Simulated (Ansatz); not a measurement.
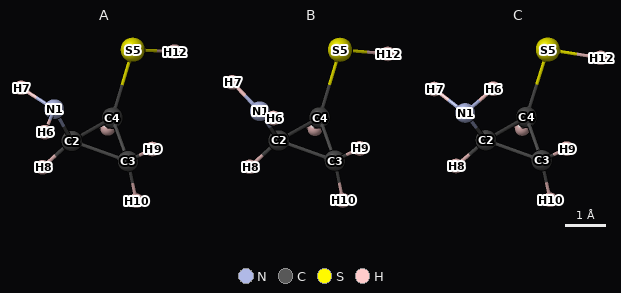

3 geometries from a converged minimum-energy path of C₃H₇NS, shuffled. The picture is a ball-and-stick view, seen at a tilt.

All numbers below come from RKS B3LYP/def2-SVP in Ansatz 0.2.0. Run with 7 movable images; climbing image; force threshold 0.03 eV/Å; iteration limit 60; starting path by image-dependent pair potential.

One of them is the converged climbing image. Which?

B. In order along the path, whose images run from 0 to 8: C (image 0, 0.0 kJ/mol), B (image 4, +16.7 kJ/mol), A (image 8, +2.2 kJ/mol). The motion is an umbrella inversion at the N atom. No bond forms or breaks between the ends. Bond angles that change up to the highest image, for instance: H–N–H 106.4° → 117.9°, C–N–H 110.3° → 121.0°.
